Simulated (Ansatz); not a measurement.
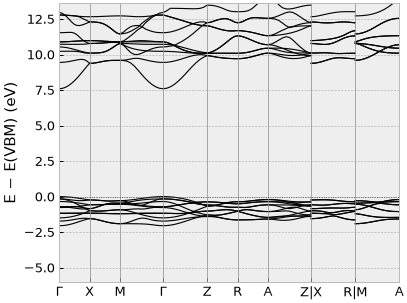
Fig. 1. Band structure from r²SCAN in the plane-wave PAW code Ansatz

Problem. Read off the gap and where the band edges lie.

Solution. About 7.6 eV (7.59 eV by a search for the band edges); maximum at Γ, minimum at Γ.

The material is CaF₂ (rutile, P4_2/mnm).

The cell is a constructed one: a structure type filled with these elements; neither database checked (COD, Materials Project) lists it. It is not the phase usual at ambient conditions (space group No. 225). The r²SCAN relaxation kept the symmetry of its start; its stability against distortions is not shown here.

Potentials: the earlier of the program's two PAW sets.
